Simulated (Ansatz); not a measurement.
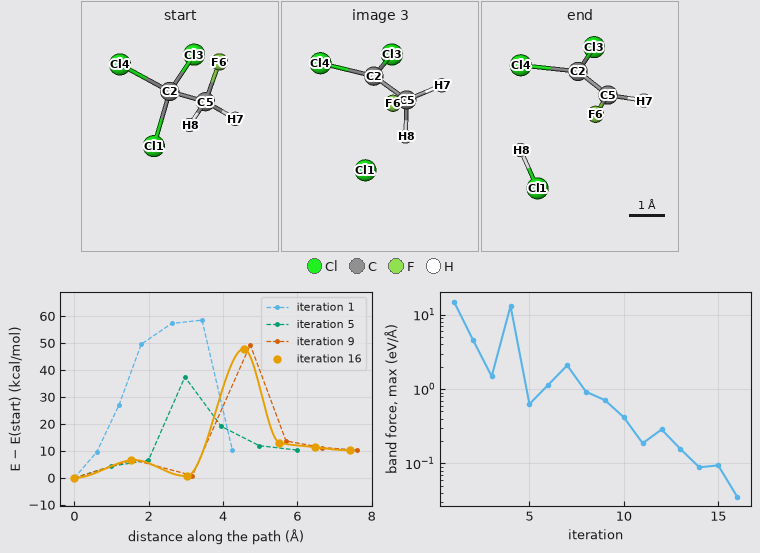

NEB run on C₂H₂Cl₃F. Images are numbered from 0 (start) to 6 (end). The plot follows the band through its iterations. A ball-and-stick model, seen from a free direction.

Method: RKS BLYP-D4/def2-SVP in Ansatz 0.2.0. Set-up: 5 movable images; climbing image; force threshold 0.05 eV/Å; iteration limit 60; starting path through a guess of the saddle point.

Judge this run.

Answer. The run is converged, with reservations. The band converged in 16 iterations. The largest component of the band force went from 15 to 0.036 eV/Å. The climbing image converged on the top of the path. Its vibrational analysis gives one imaginary mode (905i cm⁻¹), as a transition state must have. The first iteration put the highest image at 58.5 kcal/mol. The highest point, image 3, lies 47.9 kcal/mol above the start and 37.6 kcal/mol above the end; the end is at +10.3 kcal/mol relative to the start. The profile has 2 maxima (images 1, 3) with a dip at image 2 (+0.8 kcal/mol), so the process runs in steps.
